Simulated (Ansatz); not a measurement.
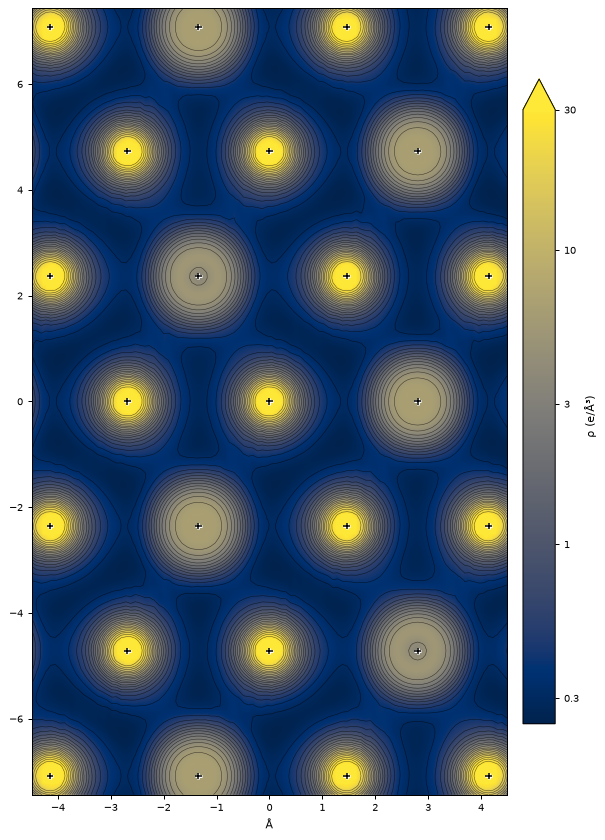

The valence electron density on a plane through atoms (crosses mark nuclei in the plane).

Theory: Ansatz, DFT PBE, scalar-relativistic, plane waves, PAW.

Candidates:
A. Ge6Mo2W, a = 4.72 Å, b = 8.29 Å, c = 14.17 Å, α = 90.00°, β = 90.00°, γ = 90.00°. Space group Fmmm; a structure generated by program, which may or may not match a known phase; computed without spin polarisation.
B. Be3ZnSe4, a = 3.75 Å, b = 3.75 Å, c = 12.41 Å, α = 90.00°, β = 90.00°, γ = 120.00°. Space group P3m1; a structure generated by program, which may or may not match a known phase.
C. Pd2PtS6, a = 6.17 Å, b = 6.17 Å, c = 6.27 Å, α = 90.00°, β = 90.00°, γ = 120.00°. Space group P-31m; a structure generated by program, which may or may not match a known phase.

### Which system is this?

Candidate A: Ge6Mo2W on the (100) plane of the conventional cell, which holds Ge, Mo and W. Ge–Ge (2.69 Å): ρ is about 0.29 e/Å³ halfway. Ge–Mo (2.71 Å): ρ at the midpoint is about 0.37 e/Å³.
